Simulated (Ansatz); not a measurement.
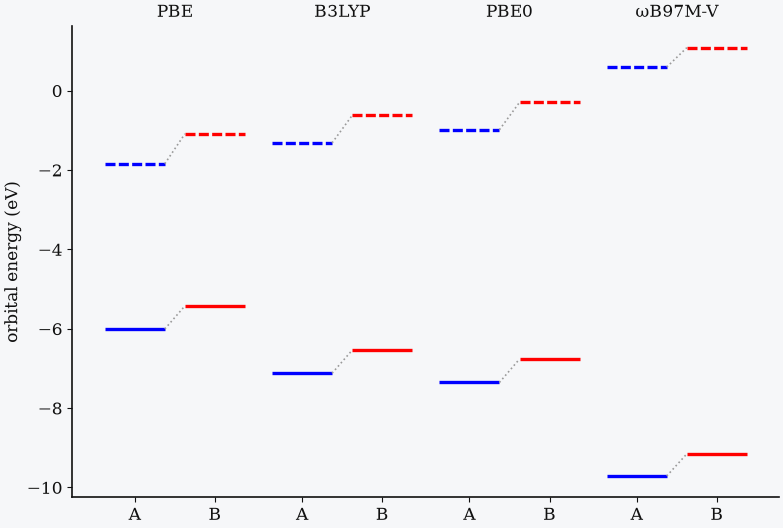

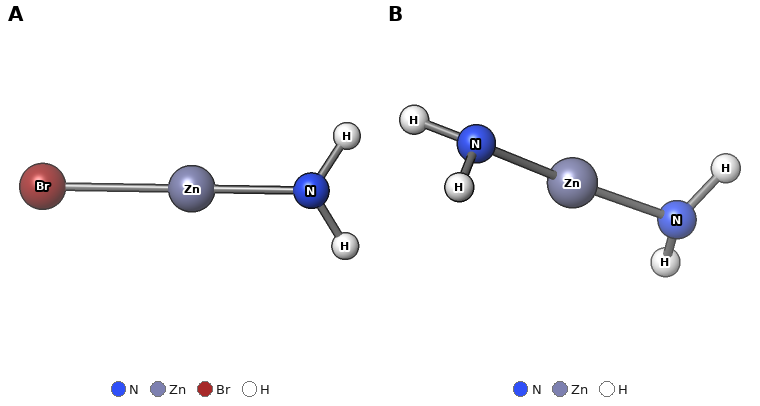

One change: A, ZnNH₂Br (SMILES [NH2][Zn][Br]), becomes B, ZnN₂H₄ (SMILES [NH2][Zn][NH2]). Br on Zn is replaced by NH₂. HOMO (solid) and LUMO (dashed) computed in def2-TZVPP at PBE0-D4/def2-TZVP geometries, both minima by their frequencies, gas phase, the Ansatz code. Empty levels above zero depend strongly on the basis.

What does the change do to HOMO and LUMO?

Answer. PBE: the HOMO rises by 0.58 eV, the LUMO rises by 0.75 eV, and the separation goes from 4.16 to 4.34 eV. B3LYP: the HOMO rises by 0.58 eV, the LUMO rises by 0.69 eV, and the separation goes from 5.80 to 5.92 eV. PBE0: the HOMO rises by 0.59 eV, the LUMO rises by 0.69 eV, and the separation goes from 6.37 to 6.47 eV. ωB97M-V: the HOMO rises by 0.56 eV, the LUMO rises by 0.49 eV, and the separation goes from 10.31 to 10.24 eV.

Do the functionals agree on the effect?

Answer. They agree on the direction for both levels; the HOMO shift lies between 0.56 and 0.59 eV and the LUMO shift between 0.49 and 0.75 eV, while the separations themselves differ by up to 6.1 eV between functionals.
